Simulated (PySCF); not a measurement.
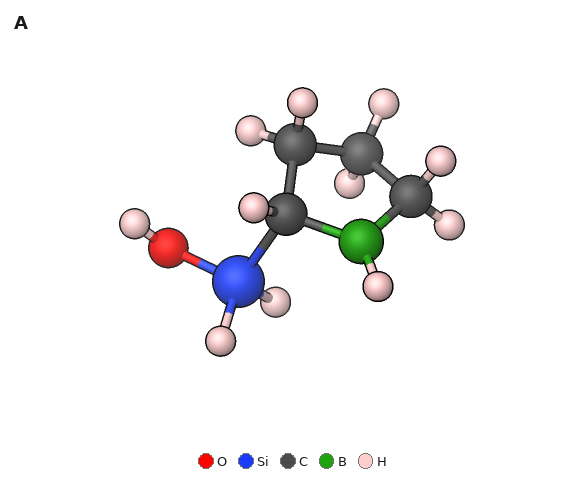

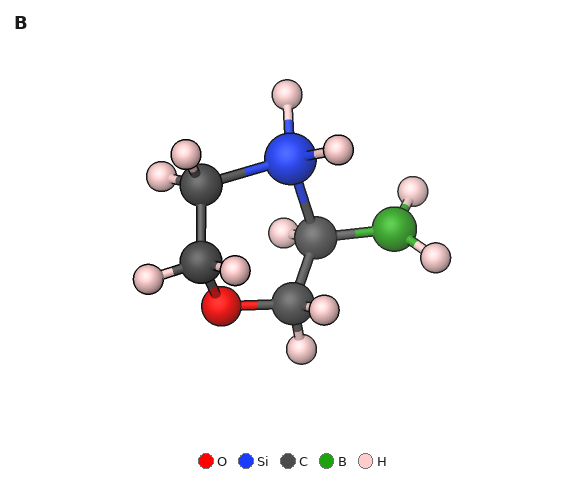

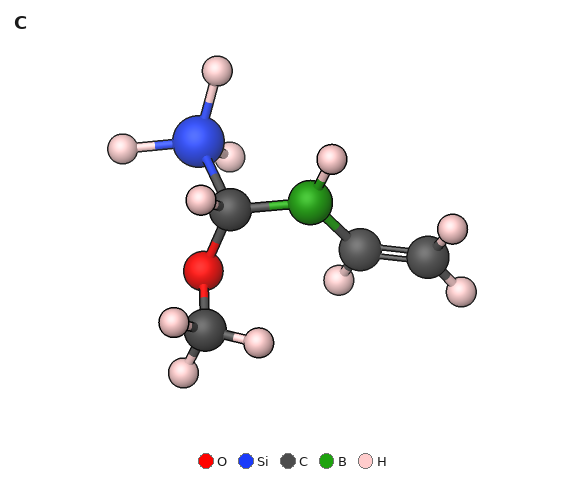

3 stationary structures of one formula. Geometries: GFN2-xTB. Electronic energies: ωB97X-D/def2-SVPD (PySCF 2.14.0), without zero-point energy. No frequency run is at hand to confirm each as a minimum. Each is one conformer, not always the lowest.

**Which structure is the most stable?**

A is lowest; B lies 40.8 kcal/mol above it, C lies 65.7 kcal/mol above it. A is `O[SiH2][C@H]1BCCC1`, B is `B[C@H]1COCC[SiH2]1`, C is `C=CB[C@@H]([SiH3])OC`.

The geometry is semi-empirical. Around B, Si such bond lengths and angles can be off by a tenth of an ångström or more and by several degrees, and values that hang on the shape move with them.
